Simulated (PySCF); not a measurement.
# C4H6Cl2: the cost of one run

Programs: PySCF 2.14.0, with routines of our own; each step states its level. All values are computed. Atoms count from 0.

## 1. The system as given

12 atoms, charge 0, multiplicity 1; geometry from: GFN2-xTB.

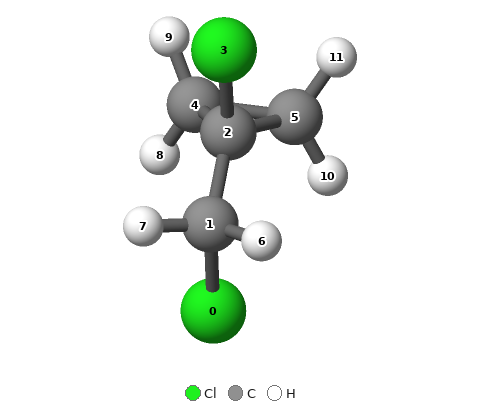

The starting geometry (chlorine green, carbon grey, hydrogen white).

## 2. Magnetic properties: GIAO B97-2/pcSseg-1

Job settings and geometry (Å):

```
{"job": {"kind": "mag", "xc": "B97-2", "basis": "pcSseg-1", "isotopologues": 2}, "charge": 0, "multiplicity": 1}
Cl     1.431596     0.721537    -1.738585
C      1.470695     0.188857    -0.042894
C      0.091049    -0.139145     0.470894
Cl     0.215135    -0.661605     2.158589
C     -0.956150    -0.790552    -0.372123
C     -1.126291     0.633198     0.080610
H      1.914973     0.999628     0.537991
H      2.116144    -0.690570     0.003212
H     -0.718934    -0.978067    -1.408321
H     -1.572782    -1.548458     0.085131
H     -1.005175     1.423131    -0.644767
H     -1.859062     0.841362     0.844236
```

Level: GIAO B97-2/pcSseg-1 magnetisability, rotational g tensor and spin-rotation constants, non-relativistic, gas phase.

Command:

```sh
> OMP_NUM_THREADS=1 python excited_run.py task.json out
```

One launch serves the whole session: the jobs run in the order shown.

Q: Estimate the wall time and peak memory of this job on 1 thread of Intel Xeon 6975P-C, shared host.

About 18 s, with a peak of 0.71 GiB.
